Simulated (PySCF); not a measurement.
**CH₆BClSi, SMILES `BC[SiH2]Cl`: what the electrons do**

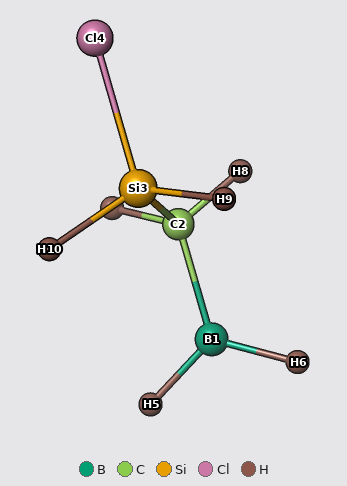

The molecule, with its atoms numbered as below. No frequency check shows the geometry to be a minimum.

Cartesian coordinates (Å):

```
B1       2.7297    0.0649   -0.0004
C2       1.3372    0.7429    0.0001
Si3      0.0043   -0.6266    0.0001
Cl4     -1.8061    0.2713   -0.0001
H5       3.2506   -0.2119   -1.0099
H6       3.2503   -0.2128    1.0105
H7       1.1540    1.3601   -0.8798
H8       1.1537    1.3594    0.8812
H9       0.0814   -1.4587    1.1995
H10      0.0817   -1.4576   -1.2008
```

### 1. Bonding charge

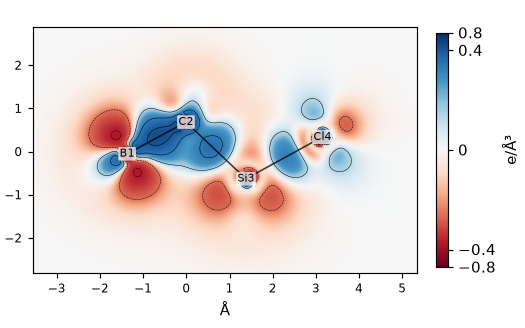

Deformation density (molecule less spherical, spin-averaged free atoms) in the plane of B1, C2, Si3 and Cl4; colour scale in e/Å³, logarithmic beyond ±0.1; blue: gain, red: loss.

Level of theory: PBE/6-31+G* (PySCF), at a geometry from GFN2-xTB.

Q: How much density has each bond in this plane gained at its critical point, relative to the free atoms?

A: B1–C2: +0.38 e/Å³ at the bond critical point (bond length 1.55 Å). C2–Si3: +0.12 e/Å³ at the bond critical point (bond length 1.91 Å). Si3–Cl4: +0.05 e/Å³ at the bond critical point (bond length 2.02 Å); up to 0.6 Å beside the axis the gain reaches +0.18 e/Å³. In all, 2.1 electrons gather in the regions of gain relative to the promolecule. A small or negative value marks a very polar bond, one between electron-rich atoms, whose free-atom densities already overlap strongly, a long bond to a heavier atom, or a closed-shell contact such as a hydrogen bond.

### 2. Bond critical points

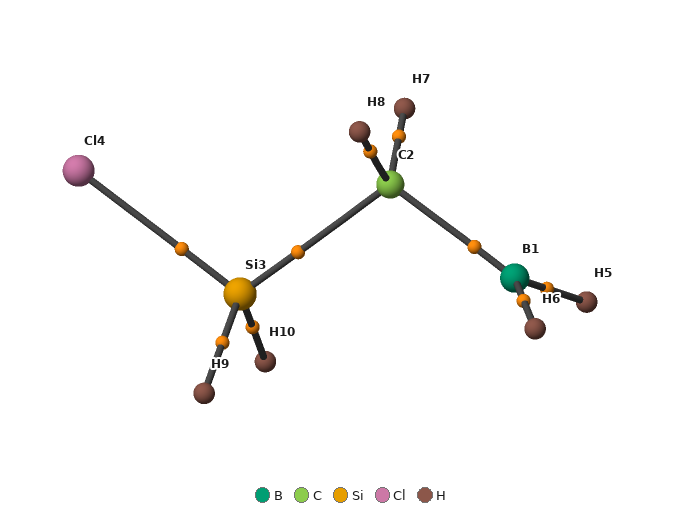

Molecular graph of the electron density (QTAIM): bond paths, bond critical points (orange), ring points (yellow, if any); weak paths are dashed.

Q: How many critical points of each kind are there, and does the count close?

A: 10 nuclei, 9 bond, 0 ring and 0 cage critical points: 10 − 9 + 0 − 0 = 1, as the Poincaré–Hopf relation requires.

Q: Tabulate density, Laplacian, ellipticity and energy density at the bond critical points (atomic units).

A:
| bond | length (Å) | ρ (a.u.) | ∇²ρ (a.u.) | ε | H (a.u.) |
| --- | --- | --- | --- | --- | --- |
| C2–H7 (2 alike) | 1.090 | 0.264 | −0.84 | 0.03 | −0.256 |
| B1–H5 (2 alike) | 1.169 | 0.188 | −0.38 | 0.28 | −0.205 |
| B1–C2 | 1.549 | 0.181 | −0.07 | 0.27 | −0.180 |
| Si3–H9 (2 alike) | 1.462 | 0.123 | +0.17 | 0.00 | −0.084 |
| C2–Si3 | 1.911 | 0.107 | +0.19 | 0.03 | −0.063 |
| Si3–Cl4 | 2.021 | 0.101 | +0.28 | 0.00 | −0.052 |

Q: What kind of interaction is C2–Si3?

A: Polar or intermediate (positive Laplacian, negative energy density H): ρ = 0.107, ∇²ρ = +0.19, H = −0.063 a.u.

### 3. Electrostatic potential

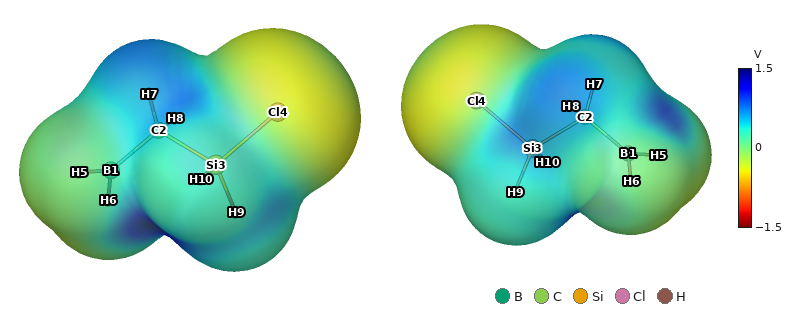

Electrostatic potential on the surface of electron density 0.001 a.u. (back view left, front view right).

Q: Where are the extremes of the potential on the surface?

A: Highest: 1.48 V, over B1, off the plane of its three bonds (2.1 Å). Further maxima include 1.03 V, over B1, off the plane of its three bonds (1.7 Å); 0.78 V, 1.3 Å from H7, and at like points elsewhere. Lowest: −0.43 V, 2.1 Å from Cl4, and at like points elsewhere. Further minima include −0.36 V, 2.1 Å from Cl4; −0.28 V, about equally far (1.8 Å) from H5 and H6, over B1 (2.1 Å). The surface is sampled at points, so like sites can differ by a few per cent and only the strongest of them is named.

Q: What volume does the surface enclose, and what is the dipole moment?

A: About 128 Å³; the dipole moment is 0.8 D.

### 4. In an electric field

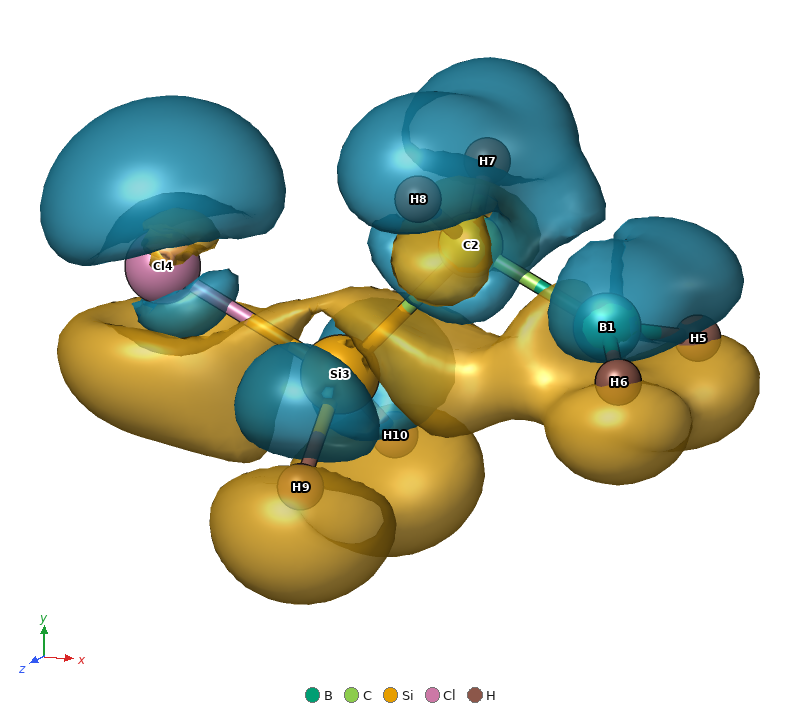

Change of the electron density in a uniform field of 0.10 V/Å, surfaces at ±0.0006 e/Å³ (yellow: gain, teal: loss).

Computed with PySCF, PBE0/aug-cc-pVDZ, geometry: GFN2-xTB.

Q: Along which Cartesian direction does the field point?

A: Along +y: electrons gather on the −y side, against the field.

Q: How large is the response?

A: The induced dipole is 0.31 D (along the field); α along this axis, from the fields in both directions, is 60 bohr³ (8.9 Å³).

Q: Which atoms gain and lose the most charge?

A: Electrons gather most on H9 and H10 alike (Hirshfeld charge changes by −0.004 e) and leave Cl4 most (+0.004 e); 0.030 electrons are displaced in all.

### 5. Removing or adding an electron

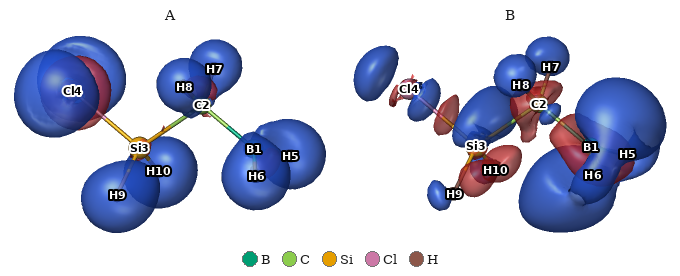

The two Fukui functions at ±0.015 e/Å³ (blue positive, red negative).

PySCF calculation, B3LYP/def2-SVPD, gas phase; geometry: GFN2-xTB.

Q: Which panel is f⁻ (electron removed) and which f⁺ (electron added)?

A: A is f⁻, B is f⁺. f⁻ (Hirshfeld-condensed) is largest on Cl4 (0.31); the vertical ionisation energy is 11.07 eV (the stability of the cation's solution wasn't checked). f⁺ (Hirshfeld-condensed) is largest on B1 (0.35); the vertical electron affinity is 0.06 eV (the stability of the anion's solution wasn't checked; the anion's highest orbital has positive energy, so this value and f⁺ depend on the basis).

Q: What chemical potential and hardness follow from the two energies?

A: μ = −(I + A)/2 = −5.57 eV and η = I − A = 11.00 eV.
